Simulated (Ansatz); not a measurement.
# BSiH2Cl (SMILES B[Si]Cl): UMP2/STO-3G

What is the vertical triplet–singlet gap of BSiH2Cl at UMP2/STO-3G? 

The results are computed with Ansatz 0.2.0.

72 further runs of the same task are left out: 4 that didn't finish, 68 set aside as unsound or not needed.

**1. Starting point**

The species is BSiH2Cl (5 atoms), meant as a triplet with charge 0. As SMILES, `B[Si]Cl`. Geometry: relaxed at GFN2-xTB.

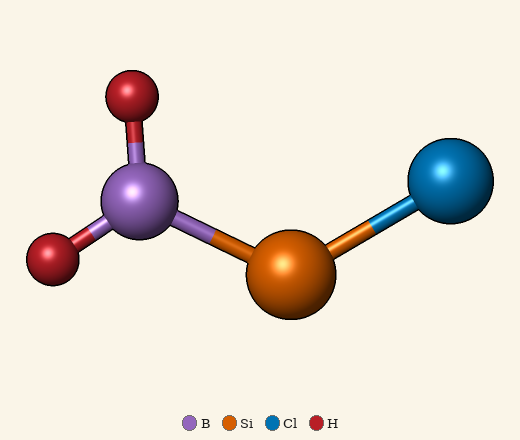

The structure, seen from a chosen angle (boron purple, silicon orange, chlorine blue, hydrogen red).

**2. A single-point energy at UMP2/STO-3G**

File in.yaml:

```yaml
crystal:
  periodic: [false, false, false]
  atoms:
    - {symbol: B, position_ang: [-0.674100, 0.367960, -0.302510]}
    - {symbol: Si, position_ang: [0.334580, -1.081930, 0.357550]}
    - {symbol: Cl, position_ang: [2.311390, -0.930270, 0.961480]}
    - {symbol: H, position_ang: [-0.184480, 1.431210, -0.387430]}
    - {symbol: H, position_ang: [-1.787390, 0.213030, -0.629090]}
basis:
  gaussian:
    orbitals: STO-3G
magnetization:
  spin_polarized: true
  initial_magnetization: 2
correlation:
  method: mp2
  frozen_orbitals: {B: 1, Cl: 5, H: 0, Si: 5}
accuracy: high
```

The run is started by

```
ansatz run in.yaml --threads 1 --pin off --max-ram 2610MiB --events-out events.jsonl --progress --plain --runs-dir runs
```

Log:

```text
Warning: RAYON_NUM_THREADS=1 ignored (pool sized by the plan → 1); use --threads N
Functional definition: HF
  name "HF"
  exchange = exact_x
  correlation = 0
452 factors; integrals over basis functions are off by at most 1.1e-8 eV
mean field evaluation 1: about -20833.3497 eV, gradient 1.1e1 eV
mean field evaluation 2: about -20833.3889 eV, gradient 1.1e1 eV
mean field evaluation 4: about -20834.9381 eV, gradient 1.6e0 eV
mean field evaluation 8: about -20835.1123 eV, gradient 8.1e-2 eV
mean field evaluation 16: about -20835.1110 eV, gradient 2.4e-8 eV
mean field -20835.11098639 eV, -765.6762062043 hartree, gradient 2.4e-8 eV, S^2 2.002908; 0 other end points of the search recorded, 0 dependent functions left out
11 core orbitals not correlated: weight in the atoms' cores, before any rotation towards them, 0.999 or more for the frozen orbitals, at most 0.000 for the correlated occupied ones
reference -20835.11098639 eV, -765.6762062043 hartree; 9, 7 occupied and 5, 7 virtual orbitals, 452 factors
second order -1.57943356 eV of doubles, -0.00000000 eV of singles
Total energy: -20836.69041995 eV, -765.7342493172 hartree
```

Wall time 0.24 s (1 thread of Arm Neoverse V1, shared host).

**3. The singlet at the same level**

File job.yaml:

```yaml
crystal:
  periodic: [false, false, false]
  atoms:
    - symbol: B
      position_ang: [-0.674100, 0.367960, -0.302510]
    - symbol: Si
      position_ang: [0.334580, -1.081930, 0.357550]
    - symbol: Cl
      position_ang: [2.311390, -0.930270, 0.961480]
    - symbol: H
      position_ang: [-0.184480, 1.431210, -0.387430]
    - symbol: H
      position_ang: [-1.787390, 0.213030, -0.629090]
basis:
  gaussian: {orbitals: STO-3G}
correlation: {method: mp2, frozen_orbitals: {B: 1, Cl: 5, H: 0, Si: 5}}
accuracy: high
```

The run is started by

```
ansatz run job.yaml --threads 1 --pin off --max-ram 2610MiB --events-out events.jsonl --progress --plain --runs-dir runs
```

Log, cut to the lines that bear on the results:

```text
Warning: RAYON_NUM_THREADS=1 ignored (pool sized by the plan → 1); use --threads N
Functional definition: HF
  name "HF"
[...]
452 factors; integrals over basis functions are off by at most 1.1e-8 eV
[...]
mean field -20834.10868938 eV, -765.6393724687 hartree, gradient 2.8e-8 eV, S^2 0.000000; 2 other end points of the search recorded, 0 dependent functions left out; unrestricted orbitals would lower it
[...]
11 core orbitals not correlated: weight in the atoms' cores, before any rotation towards them, 0.999 or more for the frozen orbitals, at most 0.000 for the correlated occupied ones
reference -20834.10868938 eV, -765.6393724687 hartree; 8, 8 occupied and 6, 6 virtual orbitals, 452 factors
second order -1.65264162 eV of doubles, -0.00000000 eV of singles
Total energy: -20835.76133100 eV, -765.7001059279 hartree
```

Run time: 0.28 s. Hardware: 1 thread of Arm Neoverse V1, shared host.

**4. Outcome**

At UMP2/STO-3G, 11 core orbitals frozen:

| quantity | value |
| --- | --- |
| triplet: total energy | -765.73425 Eh |
| triplet: correlation energy (11 core orbitals frozen) | -58.0 mEh |
| triplet: ⟨S²⟩ of the reference determinant | 2.003 |
| singlet: total energy | -765.70011 Eh |
| singlet: correlation energy (11 core orbitals frozen) | -60.7 mEh |
| vertical energy of the singlet above the triplet | 0.929 eV |

At this shape the singlet lies 0.93 eV (89.6 kJ/mol) above the triplet. In a minimal basis such a difference can be off by several eV, whatever the method. The restricted solution (singlet) is unstable to spin breaking: an unrestricted one lies lower.
